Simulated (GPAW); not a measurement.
Band structure of TiNbB4 (P6/mmm, 6 atoms in the cell).

```
CELL_PARAMETERS angstrom
      3.08703     0.00000     0.00000
     -1.54351     2.67345     0.00000
      0.00000     0.00000     6.59943
ATOMIC_POSITIONS crystal
  Ti 0.00000 0.00000 0.50000
  Nb 0.00000 0.00000 0.00000
  B  0.33333 0.66667 0.74077
  B  0.66667 0.33333 0.25923
  B  0.66667 0.33333 0.74077
  B  0.33333 0.66667 0.25923
```

Computed with PBEsol, GPAW PAW datasets PBEsol (made by gpaw-setup) (plane waves; GPAW).

Settings: mode = pw; ecut = 900 eV; xc = PBEsol; kpts = 10 10 4; mesh shift (steps) = 0 0 0; occupations.name = fermi-dirac; occupations.width = 0.1 eV; nbands = -10; symmetry.symmorphic = false; symmetry.tolerance = 0.0005; maxiter = 120; bandpath_npoints = 40.

The starting cell comes from a database of computed structures (which also holds hypothetical and non-ambient phases and stackings), without a prior relaxation at this level. Its lattice was rescaled by a random factor within 2.5 % of one. Spin polarisation is off.

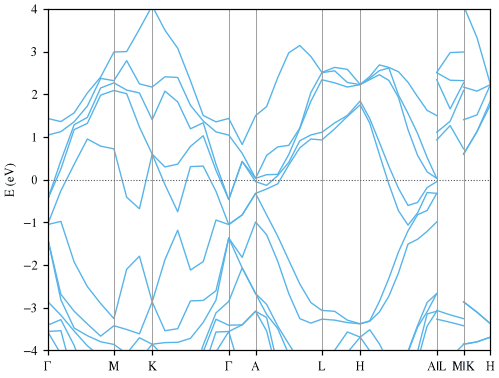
*Bands along the path, energies from the Fermi level.*

Levels in eV from the Fermi level, bands 15 to 22:
```
point     15     16     17     18     19     20     21    22
-----  -----  -----  -----  -----  -----  -----  -----  ----
Γ      -2.85  -1.37  -1.37  -1.05  -1.05  -0.47  -0.47  1.04
M      -4.23  -3.86  -3.42  -3.25   0.72   2.09   2.27  2.32
K      -3.85  -3.85  -2.86  -2.86   0.60   0.60   1.40  2.17
A      -2.67  -2.67  -0.99  -0.32  -0.32  -0.05   0.03  0.03
L      -4.38  -4.33  -3.27  -3.06   0.93   1.11   2.34  2.50
H      -3.69  -3.69  -3.37  -3.37   1.75   1.84   2.22  2.22
```

Bands cross the Fermi level along this path, so the cell is metallic at this level.
